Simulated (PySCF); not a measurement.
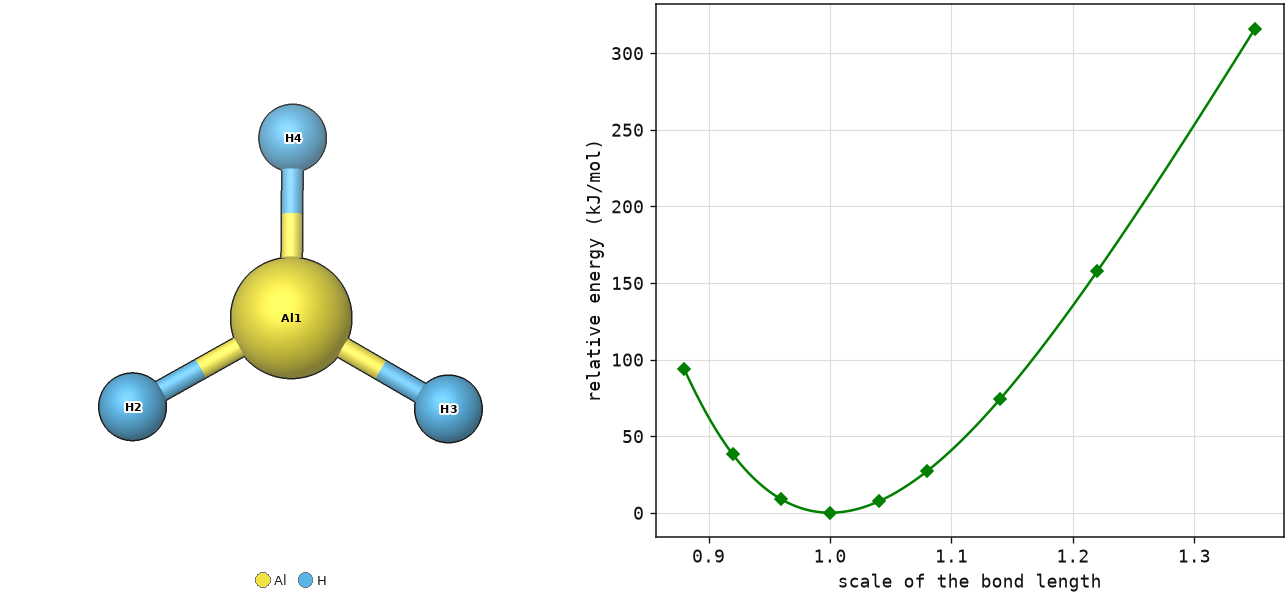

Rigid scan of AlH₃, singlet, from a minimum of the shape that electron-pair counting expects: all bonds to atom 1 scaled (atom 1 is the central atom). PBE0/def2-TZVP, PySCF 2.14.0, restricted determinant, no spin-orbit coupling; energies counted from the minimum. Splines pass through the computed points, which are marked.

### What does it cost to go to either end of the scan?

93.6 kJ/mol at 0.88 and 316.0 kJ/mol at 1.35.

### Give the values at the computed points.

In kJ/mol:
```csv
scale of the bond length,PBE0
0.88,93.6
0.92,38.0
0.96,8.7
1.00,0.0
1.04,7.4
1.08,27.2
1.14,74.1
1.22,157.5
1.35,316.0
```
